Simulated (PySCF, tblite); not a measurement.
# C₇H₁₄FNSi: geometry, infrared bands and NMR shifts

What infrared bands and NMR shifts should C₇H₁₄FNSi (`F[SiH2]N[C@@H]1CC[C@@H]1C1CC1`) show?

The runs use tblite 0.8.0 and PySCF 2.14.0, with density-fitted response routines of our own; the level of theory stands in each step. All values are computed, except where a source is named. Atoms are numbered from 0 throughout.

**1. The molecule as given**

24 atoms, charge 0, multiplicity 1; geometry from: force field or distance geometry start.

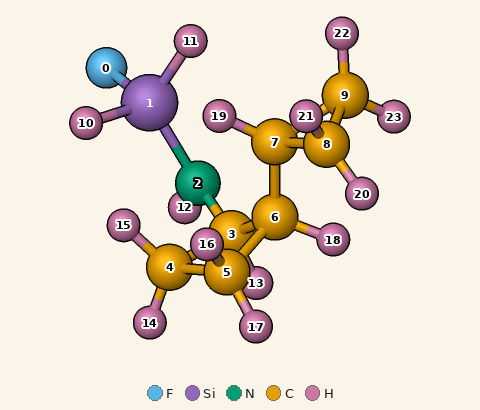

The starting geometry (fluorine blue, silicon purple, nitrogen teal, carbon amber, hydrogen pink), atoms numbered.

**2. Relaxing the molecule with GFN2-xTB**

Job settings and geometry (Å):

```
{"job": {"kind": "relax", "xc": "GFN2-xTB", "basis": "xTB"}, "charge": 0, "multiplicity": 1}
F     -3.998700     1.375400    -0.184200
Si    -2.413700     0.921600     0.194000
N     -1.836100    -0.122200    -1.035500
C     -0.679700    -0.844000    -1.022900
C     -0.726100    -1.822000     0.189700
C      0.761600    -1.673400     0.351000
C      0.624200    -0.423600    -0.536700
C      0.836000     0.777300     0.319400
C      2.328400     0.924900     0.642200
C      1.605900     1.942200    -0.210800
H     -2.541700     0.159900     1.459000
H     -1.680000     2.130400     0.478700
H     -2.550100    -0.521900    -1.687700
H     -0.577400    -1.488800    -1.929100
H     -1.002300    -2.832000    -0.075700
H     -1.290100    -1.393000     1.056500
H      1.038900    -1.394300     1.377800
H      1.395100    -2.434600    -0.122400
H      1.403900    -0.473100    -1.316100
H      0.244600     0.881800     1.253900
H      3.034400     0.284900     0.129200
H      2.598500     1.207600     1.670400
H      1.527900     2.936600     0.293300
H      1.884800     1.899900    -1.286500
```

Run with:

```sh
$ OMP_NUM_THREADS=1 python probes_run.py task.json out
```

One launch serves the whole session: the jobs run in the order shown.

Output:

```text
step      E/eV     max force
  0    -857.84581    4.397
  1    -858.43333    1.474
  2    -858.62916    0.829
  3    -858.74138    0.685
  4    -858.82518    0.595
  5    -858.88293    0.459
  6    -858.91950    0.348
  7    -858.94437    0.279
  8    -858.96520    0.311
  9    -858.98451    0.328
 10    -859.00177    0.257
 11    -859.01716    0.328
 12    -859.03234    0.340
 13    -859.04887    0.289
 14    -859.06483    0.299
 15    -859.07678    0.248
 16    -859.08497    0.178
 17    -859.09204    0.158
 18    -859.09963    0.202
 19    -859.10735    0.233
 20    -859.11387    0.215
 21    -859.11888    0.228
 22    -859.12291    0.162
 23    -859.12623    0.154
 24    -859.12871    0.108
 25    -859.13059    0.096
 26    -859.13236    0.091
 27    -859.13451    0.134
 28    -859.13722    0.146
 29    -859.14007    0.137
 30    -859.14227    0.132
 31    -859.14370    0.077
 32    -859.14495    0.085
 33    -859.14650    0.095
 34    -859.14840    0.115
 35    -859.15023    0.103
 36    -859.15161    0.075
 37    -859.15267    0.085
 38    -859.15385    0.095
 39    -859.15552    0.120
 40    -859.15746    0.092
 41    -859.15922    0.087
 42    -859.16086    0.081
 43    -859.16250    0.108
 44    -859.16428    0.111
 45    -859.16616    0.103
 46    -859.16804    0.101
 47    -859.16977    0.109
 48    -859.17136    0.087
 49    -859.17251    0.110
 50    -859.17345    0.116
 51    -859.17416    0.066
 52    -859.17510    0.057
 53    -859.17563    0.078
 54    -859.17672    0.094
 55    -859.17765    0.087
 56    -859.17876    0.076
 57    -859.17969    0.057
 58    -859.18044    0.056
 59    -859.18107    0.063
 60    -859.18167    0.068
 61    -859.18221    0.116
 62    -859.18289    0.060
 63    -859.18376    0.095
 64    -859.18431    0.100
 65    -859.18525    0.082
 66    -859.18624    0.075
 67    -859.18733    0.081
 68    -859.18833    0.077
 69    -859.18923    0.074
 70    -859.18994    0.133
 71    -859.19040    0.113
 72    -859.19102    0.058
 73    -859.19172    0.042
 74    -859.19234    0.039
 75    -859.19289    0.050
 76    -859.19337    0.065
 77    -859.19380    0.062
 78    -859.19430    0.050
 79    -859.19473    0.045
 80    -859.19519    0.048
 81    -859.19565    0.049
 82    -859.19613    0.050
 83    -859.19662    0.047
 84    -859.19718    0.052
 85    -859.19775    0.054
 86    -859.19822    0.051
 87    -859.19862    0.062
 88    -859.19904    0.065
 89    -859.19956    0.081
 90    -859.20020    0.073
 91    -859.20092    0.062
 92    -859.20153    0.061
 93    -859.20189    0.057
 94    -859.20256    0.054
 95    -859.20315    0.043
 96    -859.20363    0.037
 97    -859.20398    0.042
 98    -859.20435    0.044
 99    -859.20476    0.056
100    -859.20517    0.055
101    -859.20554    0.048
102    -859.20592    0.046
103    -859.20641    0.053
104    -859.20699    0.093
105    -859.20769    0.049
106    -859.20832    0.046
107    -859.20899    0.055
108    -859.20937    0.051
109    -859.21015    0.053
110    -859.21092    0.059
111    -859.21189    0.067
112    -859.21259    0.093
113    -859.21343    0.106
114    -859.21406    0.067
115    -859.21518    0.076
116    -859.21603    0.125
117    -859.21706    0.162
118    -859.21814    0.127
119    -859.21912    0.129
120    -859.22122    0.086
121    -859.22367    0.098
122    -859.22595    0.138
123    -859.22699    0.189
124    -859.23116    0.116
125    -859.23429    0.130
126    -859.23766    0.148
127    -859.24077    0.118
128    -859.24227    0.299
129    -859.24410    0.326
130    -859.24649    0.075
131    -859.24734    0.092
132    -859.24865    0.110
133    -859.24987    0.116
134    -859.25102    0.081
135    -859.25192    0.063
136    -859.25270    0.066
137    -859.25312    0.066
138    -859.25371    0.067
139    -859.25440    0.066
140    -859.25523    0.079
141    -859.25604    0.090
142    -859.25674    0.072
143    -859.25710    0.110
144    -859.25775    0.066
145    -859.25837    0.044
146    -859.25929    0.046
147    -859.25988    0.069
148    -859.26045    0.081
149    -859.26092    0.054
150    -859.26127    0.039
151    -859.26151    0.031
152    -859.26167    0.040
153    -859.26181    0.036
154    -859.26193    0.023
155    -859.26208    0.020
156    -859.26217    0.024
157    -859.26227    0.020
158    -859.26234    0.015
159    -859.26240    0.015
160    -859.26246    0.023
161    -859.26252    0.024
162    -859.26259    0.021
163    -859.26268    0.020
164    -859.26276    0.016
165    -859.26285    0.019
166    -859.26294    0.022
167    -859.26303    0.025
168    -859.26315    0.030
169    -859.26329    0.023
170    -859.26343    0.026
171    -859.26358    0.027
172    -859.26373    0.031
173    -859.26391    0.032
174    -859.26406    0.023
175    -859.26418    0.022
176    -859.26430    0.034
177    -859.26445    0.027
178    -859.26461    0.039
179    -859.26473    0.021
180    -859.26481    0.029
181    -859.26489    0.021
182    -859.26500    0.024
183    -859.26510    0.022
184    -859.26520    0.025
185    -859.26529    0.026
186    -859.26541    0.027
187    -859.26556    0.032
188    -859.26574    0.030
189    -859.26593    0.030
190    -859.26610    0.035
191    -859.26625    0.028
192    -859.26636    0.028
193    -859.26646    0.019
194    -859.26655    0.019
195    -859.26664    0.018
196    -859.26672    0.016
197    -859.26677    0.014
198    -859.26680    0.010
199    -859.26682    0.009
```

It took 2.1 s on 1 thread of Arm Neoverse V1, shared host; peak memory 0.18 GiB.

Along the way: (not every step is listed)

```
step  energy from step 0 (eV)  largest force (eV/Å)
   0                   0.0000                4.3967
   1                  -0.5875                1.4742
   2                  -0.7833                0.8290
   3                  -0.8956                0.6851
   4                  -0.9794                0.5948
   5                  -1.0371                0.4594
   6                  -1.0737                0.3481
   7                  -1.0986                0.2790
   8                  -1.1194                0.3110
  26                  -1.2865                0.0910
  44                  -1.3185                0.1114
  62                  -1.3371                0.0595
  80                  -1.3494                0.0478
  98                  -1.3585                0.0437
 116                  -1.3702                0.1250
 134                  -1.4052                0.0814
 152                  -1.4159                0.0396
 170                  -1.4176                0.0257
 188                  -1.4199                0.0305
 194                  -1.4207                0.0187
 195                  -1.4208                0.0180
 196                  -1.4209                0.0156
 197                  -1.4210                0.0137
 198                  -1.4210                0.0103
 199                  -1.4210                0.0086
```

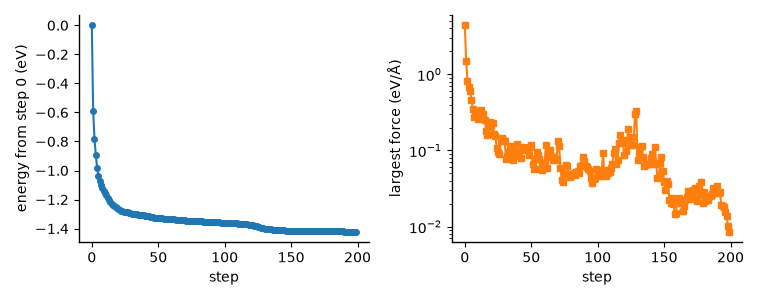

Energy and largest force along the relaxation.

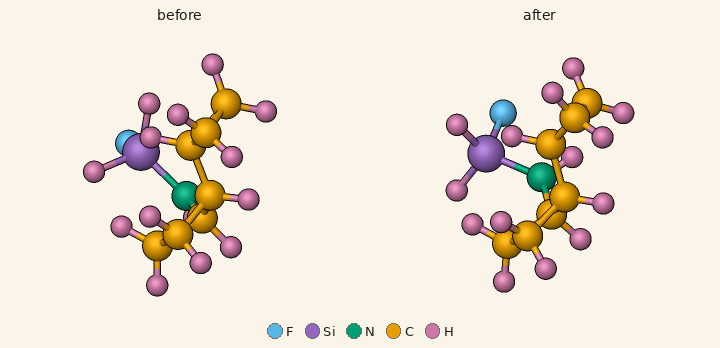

The geometry before (left) and after (right).

Close pairs (by a distance rule), those that changed most:

```
  bond  before (Å)  after (Å)  change (Å)
 C3–C6       1.454      1.561      +0.107
F0–Si1       1.692      1.610      -0.081
 N2–C3       1.363      1.431      +0.067
C9–H22       1.118      1.079      -0.038
N2–H12       1.046      1.010      -0.037
 C7–C8       1.534      1.500      -0.034
C4–H15       1.120      1.086      -0.033
C9–H23       1.112      1.080      -0.032
```

The next job starts from the end point, and lists it.

**3. Infrared spectrum with GFN2-xTB**

Job settings and geometry (Å):

```
{"job": {"kind": "ir", "xc": "GFN2-xTB", "basis": "xTB"}, "charge": 0, "multiplicity": 1}
F     -3.303632     2.022385    -0.308872
Si    -2.641497     0.723682     0.374595
N     -1.563679     0.190213    -0.835692
C     -0.654626    -0.914352    -0.821560
C     -0.769188    -1.917342     0.333625
C      0.755911    -1.883342     0.504397
C      0.832206    -0.654054    -0.423226
C      1.067720     0.645499     0.295198
C      2.444273     1.238412     0.344532
C      1.380141     1.886516    -0.487680
H     -3.721421    -0.230124     0.592131
H     -2.075510     1.236699     1.621947
H     -1.335790     0.853927    -1.561697
H     -0.700307    -1.422105    -1.793661
H     -1.209944    -2.879976     0.084938
H     -1.296021    -1.495667     1.185035
H      1.114559    -1.719551     1.518105
H      1.251706    -2.758931     0.090894
H      1.536760    -0.747713    -1.252325
H      0.453035     0.768752     1.177659
H      3.240940     0.716626    -0.164137
H      2.760577     1.731399     1.251009
H      0.964459     2.825473    -0.155953
H      1.457593     1.803338    -1.561704
```

Output:

```text
mode    cm-1     km/mol
  1      36.9      0.05
  2      45.3      1.17
  3      80.1      2.24
  4      85.0      0.36
  5     152.5      2.43
  6     156.5      2.60
  7     216.7      8.47
  8     245.2      4.62
  9     293.0     29.08
 10     334.9     46.30
 11     391.6     33.83
 12     468.4      5.34
 13     553.3    165.97
 14     562.5      5.34
 15     583.6      7.18
 16     696.9      5.16
 17     752.0    123.58
 18     783.6      1.82
 19     787.7     22.06
 20     812.2    110.94
 21     817.3    247.96
 22     827.7    106.29
 23     861.3      6.13
 24     873.8     63.37
 25     953.7     28.93
 26     986.3      3.15
 27     999.0      1.98
 28    1008.6      6.25
 29    1014.4      5.46
 30    1041.4      1.04
 31    1068.8      6.18
 32    1070.5      0.24
 33    1079.3      2.33
 34    1090.4      4.45
 35    1108.7      0.38
 36    1156.5      0.07
 37    1166.1      6.45
 38    1191.9     12.98
 39    1209.0      3.39
 40    1218.5      7.20
 41    1241.4      2.32
 42    1247.8      3.02
 43    1250.8      1.13
 44    1270.8      1.38
 45    1277.3     11.82
 46    1313.5    155.28
 47    1366.0     68.47
 48    1406.8      0.24
 49    1442.6      0.02
 50    1469.1      0.15
 51    1484.8      1.28
 52    1494.2      0.52
 53    2230.6    372.09
 54    2299.4    195.50
 55    2877.6     65.78
 56    2954.5     46.78
 57    3003.6      8.93
 58    3014.9     51.38
 59    3019.2     55.98
 60    3034.9     50.39
 61    3056.2     30.64
 62    3084.4     18.04
 63    3088.6     24.91
 64    3092.1     19.16
 65    3108.7     73.40
 66    3439.5      4.39
```

Run time: 1.3 s. Hardware: 1 thread of Arm Neoverse V1, shared host; peak memory 0.19 GiB.

The strongest bands and the atoms that carry them (share of the mass-weighted mode):

```
cm⁻¹  km/mol                                  atoms
 553   166.0           H10 40 %, H11 36 %, Si1 16 %
 752   123.6                     H11 52 %, H10 35 %
 812   110.9            H10 17 %, H11 16 %, F0 12 %
 817   248.0  Si1 26 %, F0 26 %, H10 23 %, H11 23 %
 828   106.3  Si1 12 %, H21 11 %, C6 10 %, H20 10 %
1314   155.3             C3 36 %, H13 20 %, N2 17 %
2231   372.1                     H11 85 %, H10 11 %
2299   195.5                     H10 86 %, H11 12 %
```

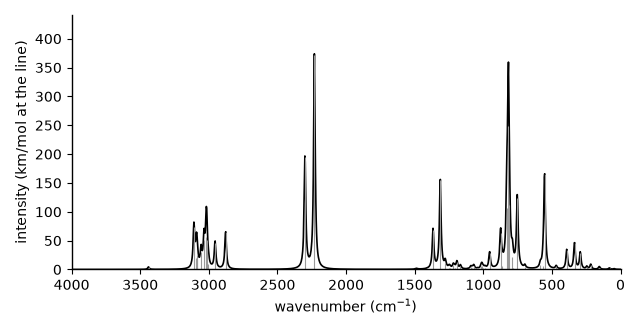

The infrared spectrum from these modes, unscaled. Lines are broadened to a width of 14 cm⁻¹ (Lorentzian).

**4. Nuclear shieldings: PBE0/pcSseg-1**

Settings changed since step 3:

```diff
@@ -1,2 +1,2 @@
-{"job": {"kind": "ir", "xc": "GFN2-xTB", "basis": "xTB"}, "charge": 0, "multiplicity": 1}
+{"job": {"kind": "nmr", "xc": "PBE0", "basis": "pcSseg-1"}, "charge": 0, "multiplicity": 1}
 F     -3.303632     2.022385    -0.308872
```

With the program's defaults for keys left out, this is: GIAO PBE0/pcSseg-1 NMR shielding, non-relativistic, gas phase.

Output:

```text
coarse grid: 20056 points
cycle   1  E = -718.4420221865  dE =  1.389e+00  |g| = 6.944e-01  |ddm| = 4.453e+00
cycle   2  E = -718.3816466260  dE =  6.038e-02  |g| = 9.457e-01  |ddm| = 1.296e+00
cycle   3  E = -718.5397011170  dE = -1.581e-01  |g| = 6.801e-02  |ddm| = 7.510e-01
cycle   4  E = -718.5403132915  dE = -6.122e-04  |g| = 3.559e-02  |ddm| = 7.369e-02
cycle   5  E = -718.5405685487  dE = -2.553e-04  |g| = 5.333e-03  |ddm| = 3.012e-02
cycle   6  E = -718.5405732303  dE = -4.682e-06  |g| = 2.244e-03  |ddm| = 7.761e-03
final grid: 188192 points
cycle   7  E = -718.6056325268  dE = -6.506e-05  |g| = 1.163e-02  |ddm| = 5.002e-02
cycle   8  E = -718.6056078943  dE =  2.463e-05  |g| = 1.565e-02  |ddm| = 2.769e-02
cycle   9  E = -718.6056654670  dE = -5.757e-05  |g| = 1.169e-03  |ddm| = 1.639e-02
cycle  10  E = -718.6056657401  dE = -2.731e-07  |g| = 3.230e-04  |ddm| = 1.225e-03
cycle  11  E = -718.6056657612  dE = -2.109e-08  |g| = 6.332e-05  |ddm| = 3.398e-04
cycle  12  E = -718.6056657618  dE = -5.609e-10  |g| = 3.138e-05  |ddm| = 8.575e-05
converged SCF energy = -718.6056657618

GIAO shielding tensors (ppm)
atom      isotropic    diamagn.    paramagn.     s11        s22        s33       span
  0 F      386.456     466.588     -80.131    350.912    382.263    426.195     75.283
  1 Si     363.319     877.671    -514.352    337.004    354.752    398.200     61.195
  2 N      223.806     325.647    -101.841    169.016    222.614    279.787    110.771
  3 C      136.076     244.510    -108.434    111.818    142.054    154.356     42.538
  4 C      158.317     252.465     -94.148    143.897    151.232    179.821     35.924
  5 C      163.749     251.149     -87.400    147.892    161.443    181.910     34.018
  6 C      136.212     249.120    -112.909    120.245    142.107    146.283     26.038
  7 C      171.055     244.966     -73.911    141.001    162.341    209.822     68.821
  8 C      182.148     255.943     -73.794    150.273    178.611    217.561     67.288
  9 C      181.033     252.608     -71.575    150.447    178.209    214.441     63.994
 10 H       26.309      28.545      -2.236     22.422     24.603     31.901      9.478
 11 H       26.014      30.416      -4.402     22.298     25.827     29.918      7.620
 12 H       31.166      34.828      -3.662     23.563     29.141     40.794     17.230
 13 H       27.705      31.631      -3.926     22.654     27.899     32.562      9.908
 14 H       29.163      30.361      -1.199     25.371     26.465     35.652     10.281
 15 H       30.163      32.796      -2.633     26.820     29.358     34.310      7.490
 16 H       30.019      31.133      -1.114     26.227     28.326     35.505      9.277
 17 H       29.595      31.194      -1.599     25.840     27.053     35.893     10.053
 18 H       30.484      34.966      -4.483     25.794     31.153     34.503      8.710
 19 H       30.934      33.429      -2.495     24.921     29.436     38.446     13.525
 20 H       31.660      32.134      -0.473     25.663     28.684     40.633     14.970
 21 H       31.148      31.129       0.019     25.136     26.850     41.457     16.321
 22 H       31.006      31.511      -0.505     25.802     26.616     40.599     14.797
 23 H       31.793      32.512      -0.719     26.916     28.350     40.114     13.198
```

Wall time 66 s (1 thread of Arm Neoverse V1, shared host); peak memory 1.1 GiB.

Shifts follow as δ = σ(reference) − σ, with reference shieldings (ppm) from runs at the same level and on the same kind of geometry: ¹H TMS 31.72, ¹³C TMS 186.9, ²⁹Si TMS 349.2, ¹⁹F CFCl3 170.9, ¹⁵N NH3 267.7. The references are single molecules in the gas phase, so shifts against H2O, NH3, PH3, H3PO4 or CFCl3 are not on the usual liquid scales and can be off by tens of ppm.

```
atoms                               environment  σ (ppm)  δ (ppm)  δ scaled to CDCl3
   C3                        sp3 CH bonded to N    136.1     50.8               47.7
   C6                          sp3 CH in a ring    136.2     50.7               47.6
   C4                         sp3 CH2 in a ring    158.3     28.6               26.0
   C5                         sp3 CH2 in a ring    163.7     23.2               20.7
   C7                three-membered-ring carbon    171.1     15.9               13.6
   C9                three-membered-ring carbon    181.0      5.9                3.8
   C8                three-membered-ring carbon    182.1      4.8                2.7
  H11      hydrogen on a silicon bonded to F, N    26.01     5.70                  –
  H10      hydrogen on a silicon bonded to F, N    26.31     5.41                  –
  H13         hydrogen on an sp3 CH bonded to N    27.71     4.01               3.89
  H14          hydrogen on an sp3 CH2 in a ring    29.16     2.55               2.51
  H17          hydrogen on an sp3 CH2 in a ring    29.60     2.12               2.11
  H16          hydrogen on an sp3 CH2 in a ring    30.02     1.70               1.71
  H15          hydrogen on an sp3 CH2 in a ring    30.16     1.55               1.57
  H18           hydrogen on an sp3 CH in a ring    30.48     1.23               1.27
  H19  hydrogen on a three-membered-ring carbon    30.93     0.78               0.84
  H22  hydrogen on a three-membered-ring carbon    31.01     0.71               0.78
  H21  hydrogen on a three-membered-ring carbon    31.15     0.57               0.64
  H12    hydrogen on a nitrogen bonded to C, Si    31.17     0.55                  –
  H20  hydrogen on a three-membered-ring carbon    31.66     0.06               0.16
  H23  hydrogen on a three-membered-ring carbon    31.79    -0.08               0.03
   F0                     fluorine bonded to Si    386.5   -215.5                  –
  Si1               silicon bonded to F, N, 2 H    363.3    -14.2                  –
   N2               nitrogen bonded to C, Si, H    223.8     43.9                  –
```

The scaled column applies a straight-line fit of computed shieldings to shifts measured in CDCl3, and one for carbons that bear F (root-mean-square error 0.16 ppm for H, 1.9 ppm for C).

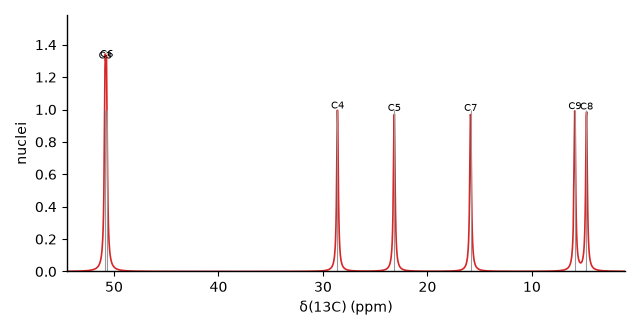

¹³C lines at the computed shifts, without couplings. Lines are broadened to a width of 0.18 ppm (Lorentzian).

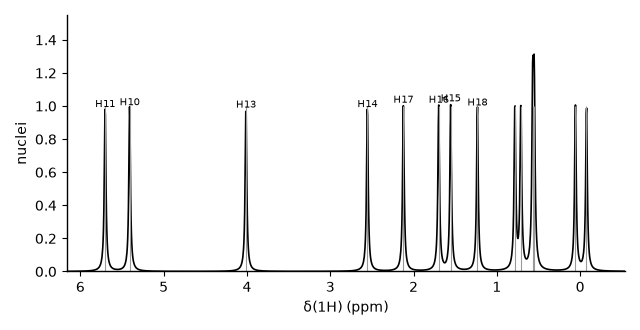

¹H lines at the computed shifts, without couplings. Lines are broadened to a width of 0.02 ppm (Lorentzian).

The run also stored atomic charges by several schemes (e):

```
atoms  Mulliken    IAO  Hirshfeld  ESP fit
   F0     -0.44  -0.54      -0.21    -0.33
  Si1      0.96   1.20       0.44     0.78
   N2     -0.65  -0.69      -0.24    -0.82
   C3      0.06   0.00       0.02     0.28
   C4     -0.18  -0.27      -0.07    -0.07
   C5     -0.12  -0.27      -0.07    -0.23
   C6     -0.24  -0.13      -0.03    -0.21
   C7     -0.24  -0.13      -0.04     0.14
   C8     -0.17  -0.29      -0.09    -0.47
   C9     -0.19  -0.30      -0.09    -0.18
```

ESP fit charges:

F0 -0.33; Si1 0.78; N2 -0.82; C3 0.28; C4 -0.07; C5 -0.23; C6 -0.21; C7 0.14; C8 -0.47; C9 -0.18; H10 -0.13; H11 -0.15; H12 0.36; H13 0.03; H14 0.05; H15 0.06; H16 0.07; H17 0.10; H18 0.11; H19 0.09; H20 0.17; H21 0.16; H22 0.10; H23 0.09

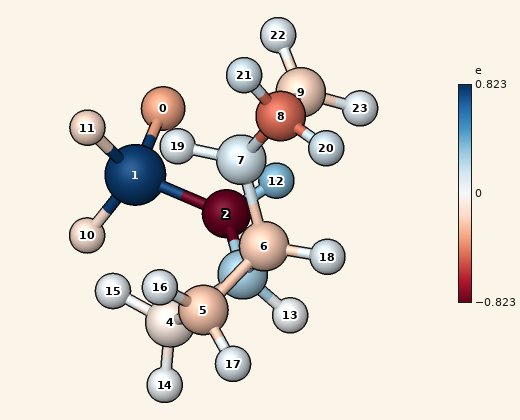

ESP fit charges, as colours on the atoms.

Mayer bond orders: F0–Si1 0.91, Si1–N2 1.02, N2–C3 0.95, C3–C4 1.04, C4–C5 1.06, C5–C6 1.02, C6–C7 0.96, C7–C8 0.96, C8–C9 0.98, C6–C3 0.97, C9–C7 0.95.

Ring of atoms C3, C4, C5, C6: NICS(0) -0.6, NICS(1) -0.7, NICS(1)zz 3.8 ppm (means of both faces).

The two faces differ (NICS(1)zz 0.9 and 6.7 ppm).

Ring of atoms C7, C8, C9: NICS(0) -43.5, NICS(1) -8.6, NICS(1)zz -21.8 ppm (means of both faces).

In rings of three or four atoms NICS is ruled by the nearby σ bonds, so it says little on aromaticity.

**5. Outcome**

| quantity | value |
| --- | --- |
| strongest single infrared mode (GFN2-xTB) | 2231 cm⁻¹, 372 km/mol |
| zero-point energy (GFN2-xTB) | 123.4 kcal/mol |
| ¹³C shifts against TMS (PBE0/pcSseg-1) | 50.8, 50.7, 28.6, 23.2, 15.9, 5.9, 4.8 ppm |
| ¹H shifts against TMS (PBE0/pcSseg-1) | 5.70, 5.41, 4.01, 2.55, 2.12, 1.70, 1.55, 1.23, 0.78, 0.71, 0.57, 0.55, 0.06, -0.08 ppm |
| ¹⁹F shifts against CFCl3 (PBE0/pcSseg-1) | -215.5 ppm |
| ²⁹Si shifts against TMS (PBE0/pcSseg-1) | -14.2 ppm |
| ¹⁵N shifts against NH3 (PBE0/pcSseg-1) | 43.9 ppm |

The optimisation took 199 steps and gained 1.421 eV; among the close pairs (by a distance rule), C3–C6 changed most, from 1.454 to 1.561 Å. No mode is imaginary among the 66: a minimum at this level. The strongest single mode, at 2231 cm⁻¹, moves mainly H11. GFN2-xTB is a fitted tight-binding method: band positions and strengths are rough. Its intensities can rank the bands wrongly. At PBE0/pcSseg-1: The largest span, 111 ppm, is at N2, where the paramagnetic term is -102 ppm.
